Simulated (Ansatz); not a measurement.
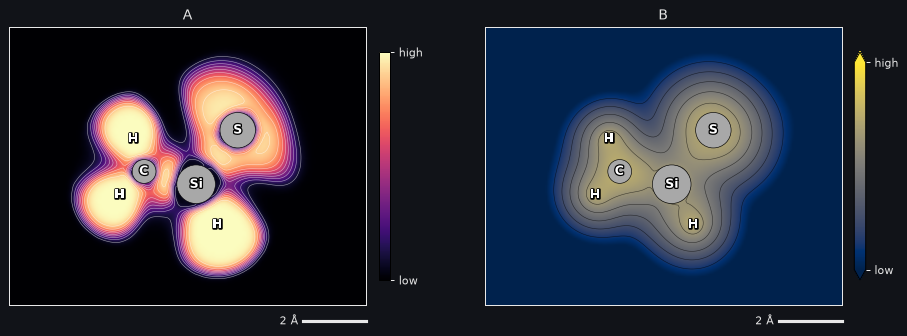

CH$_{5}$S$_{2}$Si (SMILES C=[SiH]S[SH2+]) (charge +1): 2 fields on the plane of atoms C1, Si2 and H7, with unlabelled colour scales. Grey discs cover the atomic cores.

These are results of Ansatz 0.2.0, RKS BHLYP-D4/6-31G*, not measurements.

Question: The panels show electron density and electron localisation function in some order. Assign them.

Answer: Panel A: electron localisation function. Panel B: electron density. From the grid: C–Si (1.70 Å): the density is about 1.2 e/Å³ at the midpoint; the ELF peaks at about 0.95 between the atoms, as expected for a covalent bond. Si–S (2.16 Å): ρ at the midpoint is about 0.79 e/Å³; the ELF peaks at about 0.95 between the atoms; a covalent bond.
